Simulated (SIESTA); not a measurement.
Band structure of Ni3Si (Pm-3m, 4 atoms in the cell).

```xyz
4
Lattice="3.5181 0.0000 0.0000 0.0000 3.5181 0.0000 0.0000 0.0000 3.5181" Properties=species:S:1:pos:R:3 pbc="T T T"
Si     0.0000     0.0000     0.0000
Ni     0.0000     1.7590     1.7590
Ni     1.7590     0.0000     1.7590
Ni     1.7590     1.7590     0.0000
```

Method of the run: GGA PBE, numerical atomic orbitals TZP, PseudoDojo PBE standard norm-conserving potentials (rewritten from UPF to PSML) (SIESTA 5.4.2).

Settings: XC.functional = GGA; XC.authors = PBE; potentials = PseudoDojo PBE standard; PAO.BasisSize = TZP; PAO.EnergyShift = 0.01 Ry; MeshCutoff = 400 Ry; kgrid.MonkhorstPack = 9 9 9; OccupationFunction = FD; ElectronicTemperature = 50 meV; MaxSCFIterations = 150; SCF.Mixer.Method = Pulay; SCF.Mixer.Weight = 0.25; SCF.Mixer.History = 8; SCF.DM.Tolerance = 1.0E-04.

The starting cell has typed, rounded lattice constants, without a prior relaxation at this level. Its lattice was rescaled by a random factor within 2.5 % of one. Spin polarisation is off. Values carry the incompleteness of an atom-centred basis.

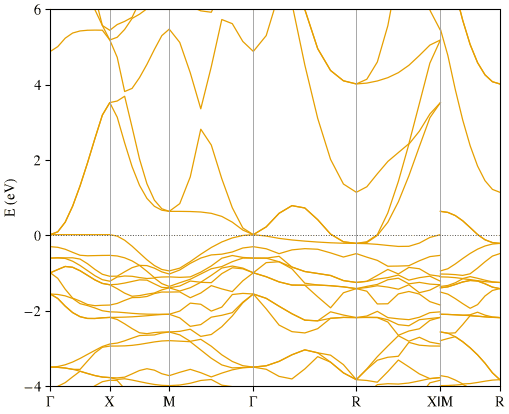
*Bands along the path, energies from the Fermi level.*

Levels in eV from the Fermi level, bands 26 to 31:
```
point     26     27     28     29     30     31
-----  -----  -----  -----  -----  -----  -----
Γ      -0.60  -0.60  -0.30   0.02   0.02   0.02
X      -1.21  -1.08  -0.53   0.02   3.53   3.53
M      -1.35  -1.10  -1.02  -0.94   0.64   0.64
R      -1.25  -1.25  -0.48  -0.21  -0.21  -0.21
```

Bands cross the Fermi level along this path, so the cell is metallic at this level.

Higher empty bands are left out: an atom-centred basis made for the valence describes them poorly.
